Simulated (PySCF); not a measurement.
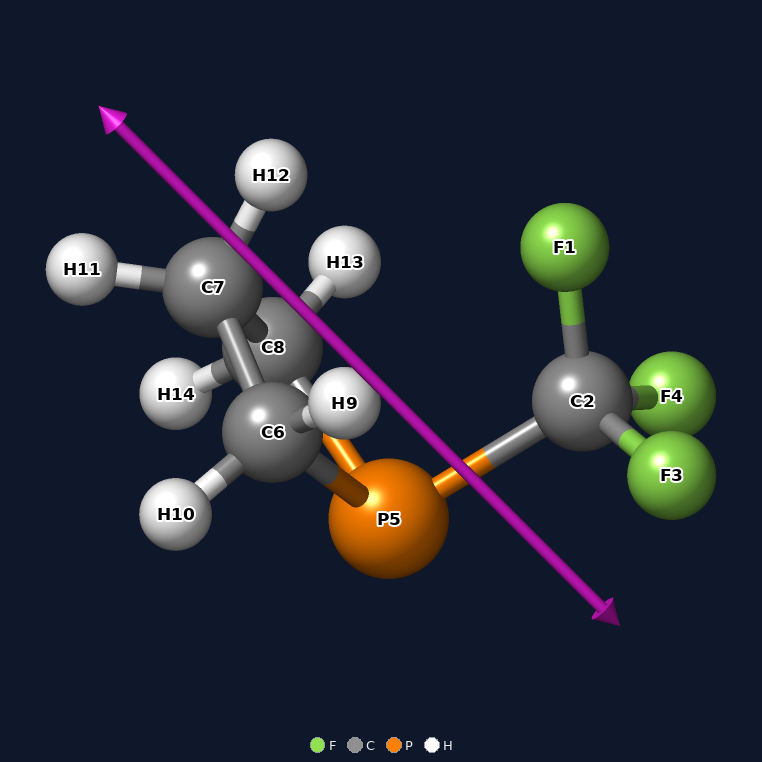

The double arrow shows the direction of the transition dipole to excited singlet state 3 (its length means nothing). The geometry was computed by an optimisation with GFN2-xTB. No frequency run is at hand to confirm it as a minimum. Level of theory: TDDFT B3LYP/def2-SVPD, vertical, gas phase, core orbitals frozen in the response (PySCF 2.14.0).

Question: Give its energy, strength and character.

Answer: 6.91 eV (179 nm), oscillator strength 0.054, mainly HOMO → LUMO+2 (weight 0.92); transition dipole 1.43 D.

The geometry is semi-empirical. Around P such bond lengths and angles can be off by a tenth of an ångström or more and by several degrees, and values that hang on the shape move with them.
